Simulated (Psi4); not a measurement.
# quartet CF: levels of theory compared

Aim: a comparison of 6 runs (UB3LYP/6-31G*, U-wB97X/cc-pVTZ, UCAM-B3LYP/cc-pVTZ, UHSE06/cc-pVTZ, UTPSS/cc-pVTZ, UCCSD(T)/cc-pVTZ) of quartet CF. 

Program for the calculation: Psi4 1.11.

2 further runs of the same task are left out: 2 that didn't finish.

## (1) The structure to begin with

The species is CF (2 atoms), meant as a quartet with charge 0. SMILES of the parent species: `[C]F`. The coordinates come from a PBE0-D4/def2-TZVP relaxation. That shape belongs to the parent species and isn't relaxed for this state.

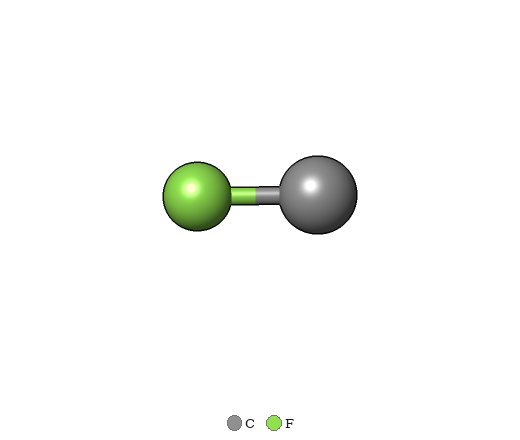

The structure, seen from a chosen angle (carbon grey, fluorine green).

## (2) A single-point energy at UB3LYP/6-31G(d) (spherical functions) (run 1)

File input.dat:

```
memory 2.2 GB

molecule geom {
  0 4
  C
  F 1 1.26824
  units angstrom
  symmetry c1
}

set {
  basis 6-31G*
  reference uks
  puream true
  e_convergence 1e-09
  d_convergence 1e-08
  scf_type pk
  dft_radial_points 99
  dft_spherical_points 590
  maxiter 100
}

e, wfn = energy("b3lyp", return_wfn=True)
```

Command:

```console
$ psi4 -n 1 input.dat output.dat
```

output.dat:

```text
[...]
  Running in c1 symmetry.
[...]
  Nuclear repulsion =   22.531673323803066
[...]
  Multiplicity = 4
[...]
  Nalpha       = 9
  Nbeta        = 6
[...]
    Number of basis functions: 28
[...]
   @UKS iter   1:  -137.62395936350075   -2.00661e-01   4.85678e-03 DIIS/ADIIS
[...]
   @UKS iter  10:  -137.63484368730576   -1.98952e-13   3.64418e-09 DIIS
[...]
   @S^2 Observed:                3.752233522E+00
[...]
  @UKS Final Energy:  -137.63484368730576
   => Energetics <=
    Nuclear Repulsion Energy =             22.5316733238030658
    One-Electron Energy =                -234.3728113484926894
    Two-Electron Energy =                  86.9975351157556673
    DFT Exchange-Correlation Energy =     -12.7912407783718081
    Empirical Dispersion Energy =           0.0000000000000000
    VV10 Nonlocal Energy =                  0.0000000000000000
    Total Energy =                       -137.6348436873057608
[...]
 Multipole Moments:
 ------------------------------------------------------------------------------------
     Multipole            Electronic (a.u.)      Nuclear  (a.u.)        Total (a.u.)
 ------------------------------------------------------------------------------------
 L = 1.  Multiply by 2.5417464519 to convert [e a0] to [Debye]
 Dipole X            :         -0.0000000            0.0000000           -0.0000000
 Dipole Y            :         -0.0000000            0.0000000           -0.0000000
 Dipole Z            :          0.2698650           -0.4631463           -0.1932813
 Magnitude           :                                                    0.1932813
[...]
```

Run time: 9.9 s. Hardware: 1 thread of Intel Xeon at 2.50GHz (Skylake/Cascade Lake), shared host; peak memory 0.29 GiB.

## (3) The energy at U-wB97X/cc-pVTZ (run 2)

File run.py:

```python
import psi4

psi4.set_memory(2200000000)
psi4.set_num_threads(1)
psi4.core.set_output_file('run.log', False)

m = psi4.geometry("""
0 4
C
F 1 1.26824
symmetry c1
""")

psi4.set_options({
    'reference': 'uks',
    'puream': True,
    'e_convergence': 1e-09,
    'd_convergence': 1e-08,
    'scf_type': 'pk',
    'dft_radial_points': 99,
    'dft_spherical_points': 590,
    'maxiter': 100,
})

e, wfn = psi4.energy("wb97x/cc-pVTZ", return_wfn=True)
psi4.oeprop(wfn, "MULLIKEN_CHARGES", "DIPOLE", "LOWDIN_CHARGES")
print('E =', round(e, 9))
```

Command:

```console
$ python run.py
```

run.log:

```text
[...]
  Running in c1 symmetry.
[...]
  Nuclear repulsion =   22.531673323803066
[...]
  Multiplicity = 4
[...]
  Nalpha       = 9
  Nbeta        = 6
[...]
    Number of basis functions: 60
[...]
   @UKS iter   1:  -137.64752702344228   -4.12880e-01   2.90763e-03 ADIIS/DIIS
[...]
   @UKS iter  11:  -137.66282557856374   -4.09273e-12   5.38772e-09 DIIS
[...]
   @S^2 Observed:                3.754140977E+00
[...]
  @UKS Final Energy:  -137.66282557856374
   => Energetics <=
    Nuclear Repulsion Energy =             22.5316733238030658
    One-Electron Energy =                -234.2732765217860447
    Two-Electron Energy =                  85.4421868042958010
    DFT Exchange-Correlation Energy =     -11.3634091848765681
    Empirical Dispersion Energy =           0.0000000000000000
    VV10 Nonlocal Energy =                  0.0000000000000000
    Total Energy =                       -137.6628255785637407
[...]
 Multipole Moments:
 ------------------------------------------------------------------------------------
     Multipole            Electronic (a.u.)      Nuclear  (a.u.)        Total (a.u.)
 ------------------------------------------------------------------------------------
 L = 1.  Multiply by 2.5417464519 to convert [e a0] to [Debye]
 Dipole X            :         -0.0000000            0.0000000           -0.0000000
 Dipole Y            :         -0.0000000            0.0000000           -0.0000000
 Dipole Z            :          0.2822943           -0.4631463           -0.1808520
 Magnitude           :                                                    0.1808520
[...]
```

The script printed:

```text
E = -137.662825579
```

Run time: 13 s. Hardware: 1 thread of Intel Xeon at 2.50GHz (Skylake/Cascade Lake), shared host; peak memory 0.45 GiB.

Runs 3 to 5 aren't shown in full; the table further down has their settings and results.

## (4) The energy at UCCSD(T)/cc-pVTZ (run 6)

File run.py:

```python
import psi4

psi4.set_memory('2200 MB')
psi4.set_num_threads(1)
psi4.core.set_output_file('cf.out', False)

m = psi4.geometry("""
0 4
C
F 1 1.26824
symmetry c1
""")

psi4.set_options({
    'reference': 'uhf',
    'puream': True,
    'e_convergence': 1e-09,
    'd_convergence': 1e-08,
    'scf_type': 'pk',
    'num_frozen_docc': 2,
    'maxiter': 100,
})

e = psi4.energy('ccsd(t)/cc-pVTZ', molecule=m)
print(f'ccsd(t)/cc-pVTZ energy: {e:.10f} Eh')
```

Command:

```console
$ python run.py
```

cf.out:

```text
[...]
  Running in c1 symmetry.
[...]
  Nuclear repulsion =   22.531673323803066
[...]
  Multiplicity = 4
[...]
  Nalpha       = 9
  Nbeta        = 6
[...]
    Number of basis functions: 60
[...]
   @UHF iter   1:  -137.09300837804011   -5.94738e-01   4.22364e-03 ADIIS/DIIS
[...]
   @UHF iter  12:  -137.14089122272918   -1.27898e-12   6.05642e-09 DIIS
[...]
   @S^2 Observed:                3.755958545E+00
[...]
  @UHF Final Energy:  -137.14089122272918
   => Energetics <=
    Nuclear Repulsion Energy =             22.5316733238030658
    One-Electron Energy =                -234.3944658565051213
    Two-Electron Energy =                  74.7219013099728642
    Total Energy =                       -137.1408912227291808
  UHF NO Occupations:
  HONO-2 :    7  A 1.0000000
  HONO-1 :    8  A 1.0000000
[...]
 Multipole Moments:
 ------------------------------------------------------------------------------------
     Multipole            Electronic (a.u.)      Nuclear  (a.u.)        Total (a.u.)
 ------------------------------------------------------------------------------------
 L = 1.  Multiply by 2.5417464519 to convert [e a0] to [Debye]
 Dipole X            :         -0.0000000            0.0000000           -0.0000000
 Dipole Y            :         -0.0000000            0.0000000           -0.0000000
 Dipole Z            :          0.1013639           -0.4631463           -0.3617824
 Magnitude           :                                                    0.3617824
[...]
      * MP2 total energy                      = -137.453861536252759
[...]
      * CCSD total energy                     = -137.462833839521522
[...]
      * CCSD(T) total energy                     = -137.472333865117747
```

Standard output:

```text
ccsd(t)/cc-pVTZ energy: -137.4723338651 Eh
```

Wall time 2.2 min (1 thread of Intel Xeon at 2.50GHz (Skylake/Cascade Lake), shared host); peak memory 0.36 GiB.

## (5) Overview of the runs

```
run                                level      task  frozen core orbitals  energy (Eh)  dipole moment (D)  HOMO energy (eV)  LUMO energy (eV)  wall time
  1  UB3LYP/6-31G* (spherical functions)    energy                     0  -137.634844               0.49             -5.88             -5.78      9.9 s
  2                      U-wB97X/cc-pVTZ    energy                     0  -137.662826               0.46             -9.10             -4.69       13 s
  3                   UCAM-B3LYP/cc-pVTZ  gradient                     0  -137.653675               0.47             -8.13             -4.90       23 s
  4                       UHSE06/cc-pVTZ    energy                     0  -137.576798               0.48             -6.33             -5.71       21 s
  5                        UTPSS/cc-pVTZ  gradient                     0  -137.716983               0.32             -5.13                 –       33 s
  6                     UCCSD(T)/cc-pVTZ    energy                     2  -137.472334                  –            -11.51              0.10    2.2 min
```

## (6) Outcome

| quantity | value |
| --- | --- |
| run 6: total energy | -137.47233 Eh |
| run 6: HOMO energy (Hartree–Fock orbitals) (highest over α and β) | -11.51 eV |
| run 6: LUMO energy (Hartree–Fock orbitals) (lowest over α and β) | 0.10 eV |
| run 6: correlation energy (2 core orbitals frozen) | -331.4 mEh |
| run 6: (T) correction | -9.50 mEh |
| run 6: ⟨S²⟩ of the reference determinant | 3.756 |
| run 6: T1 diagnostic | 0.024 |

Over runs 1, 2, 3, 4, 5 the dipole moment (its size) runs from 0.32 D (UTPSS/cc-pVTZ) to 0.49 D (UB3LYP/6-31G*). The two ends differ in method and basis. Totals of different functionals can't be ranked against each other. All runs together took 3.9 min, the longest 2.2 min.
